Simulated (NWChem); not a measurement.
# C2H2F2 (vinylidene fluoride): levels of theory compared

We compute a comparison of 6 runs (HF/STO-3G, HF/3-21G, B3LYP/6-31G*, PBE0/6-31G*, PBE0/def2-SVP, TPSS/pcseg-1) of C2H2F2 (vinylidene fluoride). 

The calculation is run with NWChem 7.3.0.

### Step 1. Starting point

C2H2F2: 6 atoms, total charge 0, spin state singlet. SMILES: `C=C(F)F`. The coordinates come from a PBE0-D4/def2-TZVP relaxation.

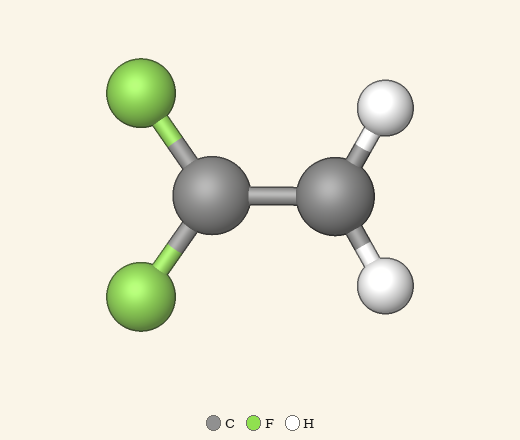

Viewed from a chosen angle; carbon grey, fluorine green, hydrogen white.

### Step 2. Energy and forces at HF/STO-3G (run 1)

Contents of geom.nw:

```
start geom
memory 2200 mb
geometry units angstroms noautosym nocenter noautoz
C       -0.115900       0.471000      -0.544400
C        0.105000      -0.394600       0.420100
F       -0.454900      -0.363600       1.607600
F        0.919200      -1.422100       0.343000
H        0.394200       0.360600      -1.488400
H       -0.805600       1.284800      -0.384200
end
basis spherical bse
* library STO-3G
end
scf
singlet
rhf
thresh 1e-08
maxiter 80
end
task scf gradient
```

Launch:

```bash
$ nwchem geom.nw > geom.out
```

The log of the run:

```text
[...]
  functions       =    22
[...]
  wavefunction    = RHF
[...]
         Total SCF energy =   -271.997338883970
      One-electron energy =   -613.865097556201
      Two-electron energy =    223.614558479707
 Nuclear repulsion energy =    118.253200192523
        Time for solution =      0.8s
[...]
                         RHF ENERGY GRADIENTS
    atom               coordinates                        gradient
                 x          y          z           x          y          z
   1 C      -0.219019   0.890061  -1.028767    0.000654  -0.002481   0.002737
   2 C       0.198421  -0.745686   0.793874    0.006919  -0.027118   0.030218
   3 F      -0.859636  -0.687104   3.037923    0.023091  -0.004988  -0.042744
   4 F       1.737036  -2.687379   0.648176   -0.031216   0.036840   0.007244
   5 H       0.744930   0.681435  -2.812668    0.002704  -0.003002  -0.000952
   6 H      -1.522363   2.427920  -0.726033   -0.002152   0.000750   0.003497
[...]
```

Wall time 1.6 s (1 thread of Intel Xeon Platinum 8259CL at 2.50GHz (Skylake/Cascade Lake), shared host); peak memory 0.099 GiB.

### Step 3. Energy and forces at HF/3-21G (run 2)

Contents of c2h2f2.nw:

```
start c2h2f2
title "C2H2F2 hf"
memory total 2200 mb

geometry units angstroms noautosym nocenter noautoz
  C    -0.115900    0.471000   -0.544400
  C     0.105000   -0.394600    0.420100
  F    -0.454900   -0.363600    1.607600
  F     0.919200   -1.422100    0.343000
  H     0.394200    0.360600   -1.488400
  H    -0.805600    1.284800   -0.384200
end

basis spherical bse
  * library 3-21G
end

scf
  thresh 1e-08
  maxiter 80
  print low
end

task scf gradient
```

Launch:

```bash
$ nwchem c2h2f2.nw > c2h2f2.out
```

The log of the run:

```text
[...]
  functions       =    40
[...]
  wavefunction    = RHF
[...]
         Total SCF energy =   -274.246003084758
      One-electron energy =   -613.986388624950
      Two-electron energy =    221.487185347669
 Nuclear repulsion energy =    118.253200192523
        Time for solution =      1.1s
[...]
                         RHF ENERGY GRADIENTS
    atom               coordinates                        gradient
                 x          y          z           x          y          z
   1 C      -0.219019   0.890061  -1.028767   -0.002192   0.008657  -0.009663
   2 C       0.198421  -0.745686   0.793874    0.007725  -0.030278   0.033736
   3 F      -0.859636  -0.687104   3.037923    0.010184  -0.001355  -0.020270
   4 F       1.737036  -2.687379   0.648176   -0.014301   0.017500   0.002273
   5 H       0.744930   0.681435  -2.812668    0.004735  -0.001459  -0.008040
   6 H      -1.522363   2.427920  -0.726033   -0.006152   0.006935   0.001964
 Task  times  cpu:        1.3s     wall:        1.3s
 Total times  cpu:        1.3s     wall:        1.3s
```

It took 1.8 s on 1 thread of Intel Xeon Platinum 8259CL at 2.50GHz (Skylake/Cascade Lake), shared host; peak memory 0.099 GiB.

Runs 3 to 5 aren't shown in full; the table further down has their settings and results.

### Step 4. Energy and gradient at TPSS/pcseg-1 (run 6)

Contents of geom.nw:

```
start geom
memory total 2200 mb

geometry units au noautosym nocenter noautoz
  C   -0.21901926   0.89006100  -1.02876690
  C    0.19842124  -0.74568593   0.79387394
  F   -0.85963641  -0.68710442   3.03792372
  F    1.73703625  -2.68737952   0.64817606
  H    0.74493004   0.68143524  -2.81266836
  H   -1.52236337   2.42792012  -0.72603278
end

basis spherical bse
  * library pcseg-1
end

dft
  xc xtpss03 ctpss03
  grid xfine
  convergence energy 1e-08
  maxiter 100
  mulliken
end

task dft gradient
```

Launch:

```bash
$ nwchem geom.nw > geom.out
```

The log of the run:

```text
[...]
          Wavefunction type:  closed shell.
          No. of atoms     :     6
          No. of electrons :    32
[...]
          Charge           :     0
          Spin multiplicity:     1
[...]
          AO basis - number of functions:    66
[...]
              XC Information
              --------------
                  TPSS metaGGA Exchange Functional  1.000
             TPSS03 metaGGA Correlation Functional  1.000
[...]
 d= 0,ls=0.0,diis     1   -276.9310808014 -3.95D+02  2.10D-02  9.18D-01     2.8
[...]
 d= 0,ls=0.0,diis    11   -277.0407889193 -3.65D-10  9.04D-08  1.11D-10    27.8
         Total DFT energy =     -277.040788919261
      One electron energy =     -616.157743778533
           Coulomb energy =      253.391605669944
    Exchange-Corr. energy =      -32.527842590167
 Nuclear repulsion energy =      118.253191779495
[...]
  wavefunction    = closed shell
                         DFT ENERGY GRADIENTS
    atom               coordinates                        gradient
                 x          y          z           x          y          z
   1 C      -0.219019   0.890061  -1.028767    0.001842  -0.007161   0.007957
   2 C       0.198421  -0.745686   0.793874    0.001155  -0.004527   0.005043
   3 F      -0.859636  -0.687104   3.037924    0.009909  -0.001095  -0.020098
   4 F       1.737036  -2.687380   0.648176   -0.014058   0.017362   0.001966
   5 H       0.744930   0.681435  -2.812668   -0.002504   0.000079   0.005408
   6 H      -1.522363   2.427920  -0.726033    0.003656  -0.004658  -0.000277
[...]
```

Wall time 35 s (1 thread of Intel Xeon Platinum 8259CL at 2.50GHz (Skylake/Cascade Lake), shared host); peak memory 0.13 GiB.

### Step 5. All runs side by side

| run | level | iteration cap | module | energy (Eh) | dipole moment (D) | HOMO energy (eV) | LUMO energy (eV) | wall time |
| --- | --- | --- | --- | --- | --- | --- | --- | --- |
| 1 | HF/STO-3G | 80 | scf | -271.997339 | 0.61 | -8.19 | 8.66 | 1.6 s |
| 2 | HF/3-21G | 80 | scf | -274.246003 | – | – | – | 1.8 s |
| 3 | B3LYP/6-31G* (spherical functions) | 100 | dft | -277.054944 | 0.95 | -7.09 | 0.89 | 18 s |
| 4 | PBE0/6-31G* (spherical functions) | 100 | dft | -276.776026 | 0.97 | -7.39 | 1.12 | 18 s |
| 5 | PBE0/def2-SVP | 100 | dft | -276.574744 | 1.07 | -7.67 | 0.76 | 20 s |
| 6 | TPSS/pcseg-1 | 100 | dft | -277.040789 | 1.05 | -6.51 | -0.29 | 35 s |

### Step 6. Results

| quantity | value |
| --- | --- |
| run 6: total energy | -277.04079 Eh |
| run 6: dipole moment | 1.05 D |
| run 6: HOMO energy | -6.51 eV |
| run 6: LUMO energy | -0.29 eV |
| run 6: HOMO–LUMO gap | 6.22 eV |
| run 6: largest force on an atom | 1.154 eV/Å |

In words: Over runs 1, 3, 4, 5, 6 the dipole moment (its size) runs from 0.61 D (HF/STO-3G) to 1.07 D (PBE0/def2-SVP). The two ends differ in method and basis. Over runs 1, 3, 4, 5, 6 the HOMO–LUMO gap runs from 6.22 eV (TPSS/pcseg-1) to 16.85 eV (HF/STO-3G). Totals of different functionals can't be ranked against each other. In run 1 the basis is minimal, so the values are rough. All runs together took 95 s, the longest 35 s.
